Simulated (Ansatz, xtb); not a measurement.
# Redistribution: C2H4Cl2 + CH2FI → C2H4ClF + CH2ClI

Species: C2H4Cl2 (1,1-dichloroethane) `CC(Cl)Cl`, singlet; CH2FI (fluoroiodomethane) `FCI`, singlet; C2H4ClF (1-chloro-1-fluoroethane) `CC(F)Cl`, singlet; CH2ClI (chloroiodomethane) `ClCI`, singlet. The partners trade Cl for F; both sit on C, so the bond types are kept.

Shapes, held fixed at every level: PBE0-D4/def2-TZVP. Programs: Ansatz 0.2.0, xtb 6.7.1. The zero-point and thermal change to 298 K, harmonic and unscaled (PBE0-D4/def2-TZVP), is -0.5 kJ/mol.

```tsv
level	kind	ΔH(298 K) (kJ/mol)	less CCSD(T)/def2-TZVPP
GFN2-xTB	semi-empirical	+0.7	+16.9
HF/def2-TZVPP	Hartree–Fock	-19.5	-3.3
BHLYP-D4/def2-TZVPP	global hybrid	-17.4	-1.2
B2PLYP/def2-TZVPP	double hybrid	-16.4	-0.2
MP2/def2-SVP	perturbation theory	-16.5	-0.3
CCSD(T)/def2-SVP	coupled cluster or CI	-16.4	-0.2
CCSD/def2-TZVPP	coupled cluster or CI	-17.1	-0.9
CCSD(T)/def2-TZVPP	coupled cluster or CI	-16.2	0.0
```

The highest level, CCSD(T)/def2-TZVPP, gives ΔH(298 K) = -16.2 kJ/mol; the levels span -19.5 to +0.7. They disagree on the sign: 1 of 8 are positive. The column of differences is taken from that level and isn't an error. No measured value is set beside it here. For atoms past krypton def2 sets carry core potentials with scalar relativity. Outer-core shells of I are correlated in most correlated rows, in sets that cover them unevenly.

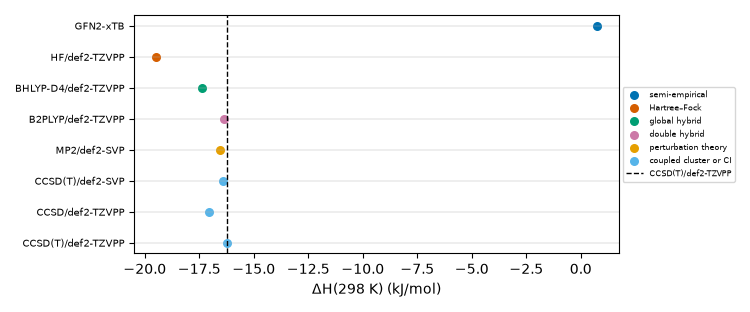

The values of the table, level by level.
